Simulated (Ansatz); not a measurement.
# C₃H₅FGe: a ladder of functionals and wavefunction methods

Aim: compute C₃H₅FGe with functionals from several rungs and with coupled cluster, and see how far each lands from CCSD(T) at the basis-set limit for the atomisation energy.

Program: Ansatz 0.2.0, Gaussian basis. Level of theory: functionals in def2-TZVPP, the program's frozen cores in correlated methods. These are calculated values, not measurements.

Levels to be run: PBE-D4, r2SCAN-D4, PBE0-D4, B3LYP-D4, ωB97X-V, ωB97M-V, B2PLYP; CCSD(T)/def2-TZVPP; MP2/def2-QZVPP; extrapolation to the limit.

## (1) Structure used throughout

All runs share one geometry, relaxed beforehand with PBE0-D4 in a triple-zeta def2 set.

SMILES `FC#C[CH2][GeH3]`, 10 atoms, charge 0, spin multiplicity 1.

Atoms are counted from 1 here; the program's logs count them from 0.

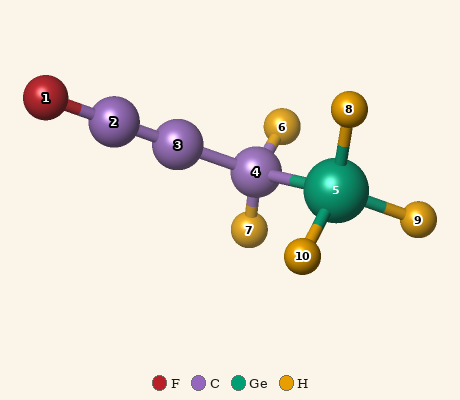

The structure; fluorine red, carbon purple, germanium teal, hydrogen amber; atoms are numbered from 1 in the order of the file.

## (2) PBE-D4 (GGA)

Input file in.yaml:

```yaml
crystal:
  periodic: [false, false, false]
  atoms:
    - {symbol: F, position_ang: [2.083561, -0.574945, 2.892544]}
    - {symbol: C, position_ang: [1.387674, -0.651180, 1.824960]}
    - {symbol: C, position_ang: [0.739839, -0.741291, 0.824107]}
    - {symbol: C, position_ang: [-0.056160, -0.789792, -0.382995]}
    - {symbol: Ge, position_ang: [-0.789111, 0.989950, -0.827255]}
    - {symbol: H, position_ang: [-0.892426, -1.484620, -0.270896]}
    - {symbol: H, position_ang: [0.541919, -1.133503, -1.230847]}
    - {symbol: H, position_ang: [-1.676994, 1.473065, 0.328568]}
    - {symbol: H, position_ang: [-1.625066, 0.886571, -2.115526]}
    - {symbol: H, position_ang: [0.369863, 1.974445, -1.039860]}
basis:
  gaussian: {orbitals: def2-TZVPP}
hamiltonian: {xc: pbe, dispersion: d4}
output: {forces: true, orbitals: {seedname: orbitals}}
```

Started as:

```bash
ansatz run in.yaml --threads 4 --pin off --events-out ev --progress --plain --max-ram 10444MiB
```

The runs that follow: r2SCAN-D4 (meta-GGA); PBE0-D4 (hybrid); B3LYP-D4 (hybrid); ωB97X-V (range-separated); ωB97M-V (range-separated); B2PLYP (double hybrid); CCSD(T) in def2-TZVPP; MP2 in def2-QZVPP.

Q: Predict the results of all the runs planned. Wanted: atomisation energy, CCSD(T)/CBS; farthest; mean size of error, hybrid; mean size of error, range-separated; gap, smallest and largest; T1 diagnostic; triples share of the correlation energy.

As calculated:

```
                               quantity                                                   value
        atomisation energy, CCSD(T)/CBS                                           3662.8 kJ/mol
 functionals within 36.6 kJ/mol (1.0 %)  r2SCAN-D4, PBE0-D4, B3LYP-D4, ωB97X-V, ωB97M-V, B2PLYP
                               farthest                                  PBE-D4 (+104.6 kJ/mol)
             mean size of error, hybrid                                             14.4 kJ/mol
    mean size of error, range-separated                                              5.0 kJ/mol
              gap, smallest and largest                    5.93 eV (PBE-D4), 12.11 eV (ωB97X-V)
                          T1 diagnostic                                                  0.0120
triples share of the correlation energy                                                   3.9 %
```

What this shows: PBE-D4 is off by +104.6 kJ/mol. Double hybrids carry the basis error of their MP2 part in triple zeta, and no dispersion term here, so their miss is partly the set-up's. Misses under about 36.6 kJ/mol are within the doubt on the reference itself, which lacks core-valence correlation, relativity and higher excitations, and its outer-core shells are covered unevenly. Hartree-Fock recovers 71 % of the binding; the rest is correlation. Orbital gaps span 5.9 to 12.1 eV; exact exchange widens them. Correlated methods include outer-core shells of Ge, which these sets cover unevenly.
